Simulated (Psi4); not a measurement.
# C2H6Si (SMILES CC[SiH]): TPSSh/cc-pVDZ

Aim: the energy change on altering one bond length of C2H6Si at TPSSh/cc-pVDZ, from 2 runs. 

The results are computed with Psi4 1.11.

## (1) Starting point

The species is C2H6Si (9 atoms), meant as a singlet with charge 0. As SMILES, `CC[SiH]`. The coordinates come from a PBE0-D4/def2-TZVP relaxation. This is one conformer, not always the lowest.

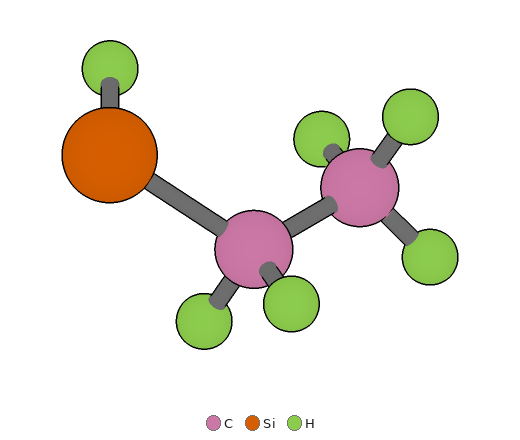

The structure, seen from a chosen angle (carbon pink, silicon orange, hydrogen green).

## (2) Energy and gradient at TPSSh/cc-pVDZ

job.in

```
memory 2200 MB

molecule {
  0 1
  C
  C 1 R2
  Si 2 R3 1 A3
  H 1 R4 2 A4 3 D4
  H 1 R5 4 A5 2 D5
  H 1 R6 5 A6 4 D6
  H 2 R7 1 A7 6 D7
  H 2 R8 7 A8 1 D8
  H 3 R9 2 A9 7 D9

  R2 = 1.523047
  R3 = 1.89057
  A3 = 120.95915
  R4 = 1.093904
  A4 = 112.04433
  D4 = -172.59996
  R5 = 1.092875
  A5 = 107.14328
  D5 = 122.07413
  R6 = 1.091995
  A6 = 107.25916
  D6 = -115.90627
  R7 = 1.095073
  A7 = 111.66655
  D7 = 176.02015
  R8 = 1.111173
  A8 = 104.09712
  D8 = 118.34492
  R9 = 1.532451
  A9 = 94.70986
  D9 = 164.89204
  symmetry c1
  no_reorient
  no_com
}

set {
  basis                cc-pVDZ
  puream               true
  e_convergence        1e-09
  d_convergence        1e-08
  scf_type             pk
  dft_radial_points    99
  dft_spherical_points 590
}

result, w = gradient("tpssh", return_wfn=True)
oeprop(w, "DIPOLE", "MULLIKEN_CHARGES", "WIBERG_LOWDIN_INDICES")
print_variables()
```

Started as:

```
$ psi4 -n 1 job.in job.out
```

job.out:

```text
[...]
  Running in c1 symmetry.
[...]
  Nuclear repulsion =   95.800479022826323
[...]
  Multiplicity = 1
[...]
  Nalpha       = 16
  Nbeta        = 16
[...]
    Number of basis functions: 76
[...]
   @RKS iter   1:  -368.93128221068923   -2.23205e-01   1.02499e-02 ADIIS/DIIS
[...]
   @RKS iter  12:  -369.27158019930380   -7.95808e-13   4.37680e-09 DIIS
[...]
  @RKS Final Energy:  -369.27158019930380
   => Energetics <=
    Nuclear Repulsion Energy =             95.8004790228263232
    One-Electron Energy =                -697.1367984377737912
    Two-Electron Energy =                 262.7839400327702606
    DFT Exchange-Correlation Energy =     -30.7192008171266480
    Empirical Dispersion Energy =           0.0000000000000000
    VV10 Nonlocal Energy =                  0.0000000000000000
    Total Energy =                       -369.2715801993037985
[...]
  -Total Gradient:
     Atom            X                  Y                   Z
    ------   -----------------  -----------------  -----------------
       1       -0.000479996818    -0.000703050764     0.000439004372
       2        0.001785903929    -0.000423864568     0.001721056196
       3        0.000928447309     0.006299025464    -0.006508817466
       4       -0.000798331187    -0.006078716176     0.002459652412
       5        0.005826682168     0.002306000728     0.002195503301
       6       -0.004873439639     0.003666740916     0.002509840956
       7        0.004351474173    -0.004563933193    -0.002256353189
       8       -0.005354660173    -0.002135661638    -0.002009803650
       9       -0.001387112013     0.001636474615     0.001450972703
[...]
 Multipole Moments:
 ------------------------------------------------------------------------------------
     Multipole            Electronic (a.u.)      Nuclear  (a.u.)        Total (a.u.)
 ------------------------------------------------------------------------------------
 L = 1.  Multiply by 2.5417464519 to convert [e a0] to [Debye]
 Dipole X            :         -0.8080379            0.8462944            0.0382565
 Dipole Y            :         -2.8783065            3.2689215            0.3906151
 Dipole Z            :          4.7578105           -5.0932398           -0.3354293
 Magnitude           :                                                    0.5162911
[...]
  Mulliken Charges: (a.u.)
   Center  Symbol    Alpha    Beta     Spin     Total
       1     C     3.01893  3.01893  0.00000 -0.03787
       2     C     3.12049  3.12049  0.00000 -0.24098
       3    SI     6.91469  6.91469  0.00000  0.17062
       4     H     0.48504  0.48504  0.00000  0.02992
       5     H     0.48202  0.48202  0.00000  0.03595
       6     H     0.47957  0.47957  0.00000  0.04087
       7     H     0.47668  0.47668  0.00000  0.04663
       8     H     0.47242  0.47242  0.00000  0.05515
       9     H     0.55015  0.55015  0.00000 -0.10030
   Total alpha = 16.00000, Total beta = 16.00000, Total charge = -0.00000
[...]
```

Run time: 97 s. Hardware: 1 thread of Intel Xeon Platinum 8259CL at 2.50GHz (Skylake/Cascade Lake), shared host; peak memory 1.3 GiB.

## (3) The distorted shape: the energy at TPSSh/cc-pVDZ

job.in

```
memory 2.2 GB

molecule geom {
  C     -1.71792545     0.82028287    -1.94631586
  C      0.20392602    -1.18169299    -1.18324445
  Si     2.78753501    -0.67784476     2.64315993
  H     -2.88067394     0.21084619    -3.54313444
  H     -0.78137719     2.57281488    -2.50907630
  H     -2.97421538     1.27513995    -0.37368578
  H      1.38991813    -1.75050055    -2.78081892
  H     -0.79082582    -2.94650822    -0.63087751
  H      0.75796915     0.77592155     4.11072124
  units au
  symmetry c1
  no_reorient
  no_com
}

set basis cc-pVDZ
set puream true
set e_convergence 1e-09
set d_convergence 1e-08
set scf_type pk
set dft_radial_points 99
set dft_spherical_points 590

e_tot, wfn = energy('tpssh', return_wfn=True)
print_variables()
```

Started as:

```
$ psi4 job.in job.out -n 1
```

job.out:

```text
[...]
  Running in c1 symmetry.
[...]
  Nuclear repulsion =   85.783083985952402
[...]
  Multiplicity = 1
[...]
  Nalpha       = 16
  Nbeta        = 16
[...]
    Number of basis functions: 76
[...]
   @RKS iter   1:  -368.83419737156891   -4.20670e-01   1.06846e-02 ADIIS/DIIS
[...]
   @RKS iter  12:  -369.23399144575421   -7.27596e-12   8.02518e-09 DIIS
[...]
    Orbital Energies [Eh]
    ---------------------
    Doubly Occupied:
       1A    -66.042197     2A    -10.125039     3A    -10.113283
       4A     -5.251974     5A     -3.606348     6A     -3.597478
       7A     -3.594366     8A     -0.718778     9A     -0.576550
      10A     -0.463108    11A     -0.407966    12A     -0.385275
      13A     -0.342358    14A     -0.317722    15A     -0.268385
      16A     -0.208521
[...]
  @RKS Final Energy:  -369.23399144575421
   => Energetics <=
    Nuclear Repulsion Energy =             85.7830839859524019
    One-Electron Energy =                -677.0666424086646202
    Two-Electron Energy =                 252.6692631874234678
    DFT Exchange-Correlation Energy =     -30.6196962104655448
    Empirical Dispersion Energy =           0.0000000000000000
    VV10 Nonlocal Energy =                  0.0000000000000000
    Total Energy =                       -369.2339914457542704
[...]
 Multipole Moments:
 ------------------------------------------------------------------------------------
     Multipole            Electronic (a.u.)      Nuclear  (a.u.)        Total (a.u.)
 ------------------------------------------------------------------------------------
 L = 1.  Multiply by 2.5417464519 to convert [e a0] to [Debye]
 Dipole X            :        -24.7575131           24.6622885           -0.0952246
 Dipole Y            :         11.5602441          -11.5205736            0.0396705
 Dipole Z            :        -12.4604889           12.5000055            0.0395165
 Magnitude           :                                                    0.1104673
[...]
```

Wall time 69 s (1 thread of Intel Xeon Platinum 8259CL at 2.50GHz (Skylake/Cascade Lake), shared host); peak memory 1.7 GiB.

## (4) Summary of results

At TPSSh/cc-pVDZ:

| quantity | value |
| --- | --- |
| first shape: total energy | -369.27158 Eh |
| first shape: dipole moment | 1.31 D |
| first shape: HOMO energy | -5.66 eV |
| first shape: LUMO energy | -2.86 eV |
| first shape: HOMO–LUMO gap | 2.80 eV |
| first shape: largest force on an atom | 0.468 eV/Å |
| distorted shape: total energy | -369.23399 Eh |
| distorted shape: dipole moment | 0.28 D |
| distorted shape: HOMO energy | -5.67 eV |
| distorted shape: LUMO energy | -3.39 eV |
| distorted shape: HOMO–LUMO gap | 2.29 eV |
| energy change with the C2–Si3 bond stretched from 1.891 to 2.458 Å | 1.023 eV |

With the C2–Si3 bond stretched from 1.891 to 2.458 Å the energy rises by 1.02 eV (99 kJ/mol). The first shape isn't relaxed at this level, so the change isn't measured from a minimum. The largest force (first shape) is 0.47 eV/Å: the shape isn't a stationary point for this species at this level.
